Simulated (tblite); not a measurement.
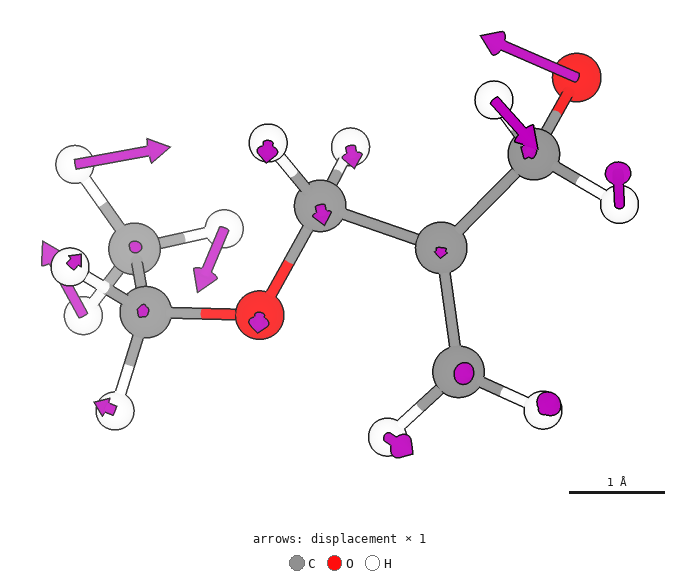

A relaxation of C6H11O2 (multiplicity 2). The starting structure is drawn; purple arrows show the displacements, at their true length. The two geometries are superimposed by the best rigid fit.

A ball-and-stick model, seen at a tilt.

These are results of GFN2-xTB geometry optimisation, gas phase (tblite), not measurements. 

What did the optimiser do to the structure, and how much energy did it gain?

Answer. After 95 geometry steps the energy has fallen by 20.6 kcal/mol. The largest move after the best rigid fit is that of an O atom, 1.28 Å. Largest moves by element: O 1.28 Å, H 1.05 Å, C 0.32 Å. Among the contacts that change: C–O 1.396 → 1.310 Å, C–O 1.354 → 1.410 Å, C–H 1.131 → 1.086 Å, C–C 1.479 → 1.509 Å. Bond angles that change, for instance: C–C–C 115.9° → 123.9°, C–C–O 104.5° → 111.9°, C–C–C 120.5° → 113.8°. Groups turn about C–C by about 60°, C–C by about 40°. The run took 0.52 s on 1 thread of Arm Neoverse V2, on a shared host.
